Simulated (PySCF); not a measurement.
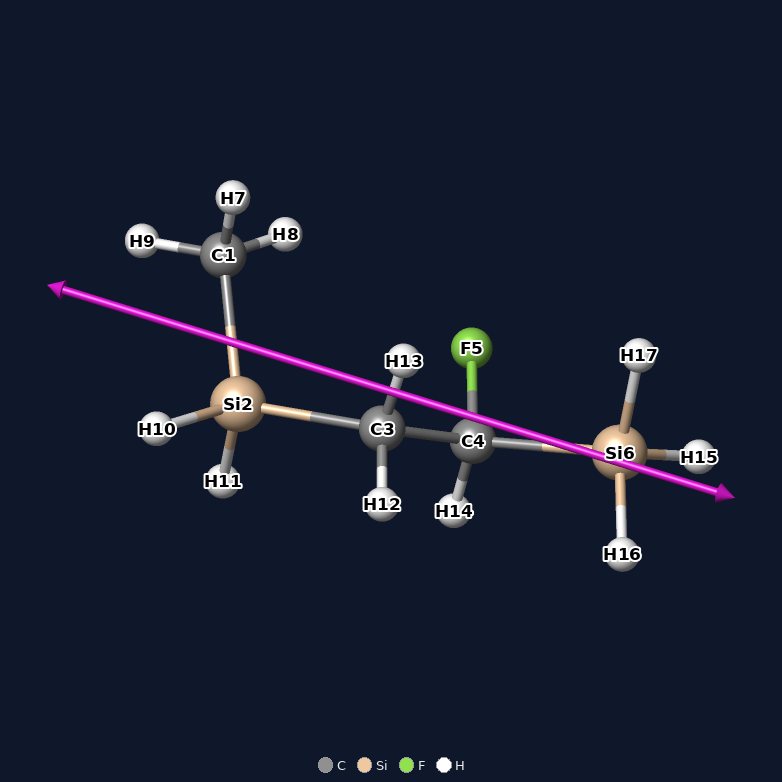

The double arrow shows the direction of the transition dipole to excited singlet state 5 (its length means nothing). Computed geometry: GFN2-xTB optimisation. No frequency run is at hand to confirm it as a minimum. Properties computed with TDDFT B3LYP/def2-SVPD, vertical, gas phase, core orbitals frozen in the response (PySCF 2.14.0).

**How is the transition polarised?**

Close to the long direction C1···Si6.

**Give its energy, strength and character.**

7.66 eV (162 nm), oscillator strength 0.069, mainly HOMO → LUMO+4 (weight 0.59); transition dipole 1.54 D.

The geometry is semi-empirical. Around Si such bond lengths and angles can be off by a tenth of an ångström or more and by several degrees, and values that hang on the shape move with them.
